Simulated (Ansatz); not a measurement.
Redistribution: C2H5Br + CHCl2I → C2H5I + CHBrCl2

Species: C2H5Br (bromoethane) `CCBr`, singlet; CHCl2I (dichloroiodomethane) `ClC(Cl)I`, singlet; C2H5I (iodoethane) `CCI`, singlet; CHBrCl2 (bromodichloromethane) `ClC(Cl)Br`, singlet. The partners trade Br for I; both sit on C, so the bond types are kept.

Shapes, held fixed at every level: PBE0-D4/def2-TZVP. Programs: Ansatz 0.2.0. The zero-point and thermal change to 298 K, harmonic and unscaled (PBE0-D4/def2-TZVP), is -0.4 kJ/mol.

| level | kind | ΔH(298 K) (kJ/mol) | less CCSD(T)/def2-TZVPP |
| --- | --- | --- | --- |
| B3LYP-D4/def2-TZVPP | global hybrid | +0.4 | +1.9 |
| BHLYP-D4/def2-TZVPP | global hybrid | +0.7 | +2.2 |
| MP2/def2-SVP | perturbation theory | -3.5 | -2.0 |
| MP2/def2-TZVPP | perturbation theory | -1.2 | +0.3 |
| CCSD/def2-SVP | coupled cluster or CI | -3.2 | -1.7 |
| CCSD/def2-TZVPP | coupled cluster or CI | -1.4 | +0.1 |
| CCSD(T)/def2-TZVPP | coupled cluster or CI | -1.5 | 0.0 |

The highest level, CCSD(T)/def2-TZVPP, gives ΔH(298 K) = -1.5 kJ/mol; the levels span -3.5 to +0.7. That is about zero within the method's error. They disagree on the sign: 2 of 7 are positive. The column of differences is taken from that level and isn't an error. No measured value is set beside it here. For atoms past krypton def2 sets carry core potentials with scalar relativity. Relativity is left out for Br. Outer-core shells of Br, I are correlated in most correlated rows, in sets that cover them unevenly.

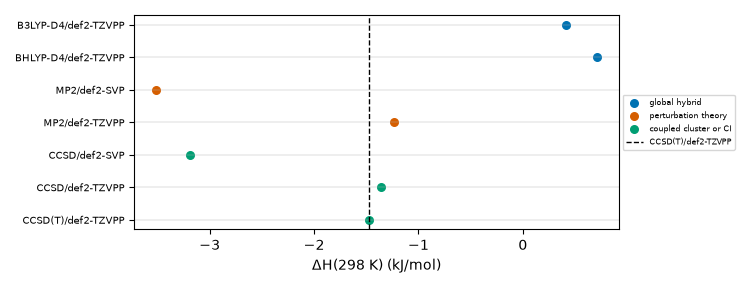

The values of the table, level by level.
